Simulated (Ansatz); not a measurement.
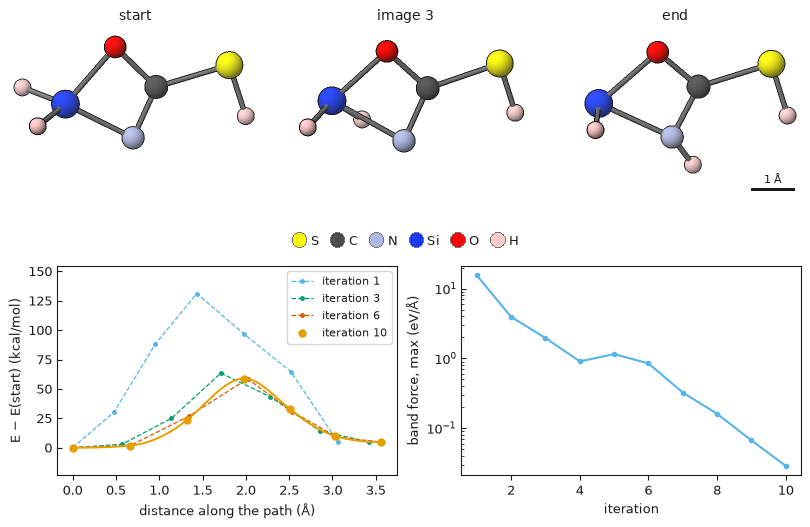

A nudged-elastic-band calculation for CH3NOSSi. Images are numbered from 0 (start) to 6 (end). The plot follows the band through its iterations. The picture is a ball-and-stick view, seen at a tilt.

These are results of UKS BLYP-D4/STO-3G in Ansatz 0.2.0, not measurements. Settings: 5 movable images; climbing image; force threshold 0.05 eV/Å; iteration limit 60; starting path through a guess of the saddle point.

Q: How did the profile develop, and is the result final?

A: The result is final at these settings. The band converged in 10 iterations. The largest component of the band force went from 16 to 0.029 eV/Å. The climbing image converged on the top of the path. Its vibrational analysis gives one imaginary mode (1290i cm⁻¹), as a transition state must have. The first iteration put the highest image at 131.2 kcal/mol. The highest point, image 3, lies 58.8 kcal/mol above the start and 54.0 kcal/mol above the end; the end is at +4.8 kcal/mol relative to the start.

Limits of the set-up: STO-3G is a minimal basis, so the numbers are rough.

Cost: 2.5 min on 1 thread of Arm Neoverse V1, with other jobs on the host, peak memory 0.12 GiB.
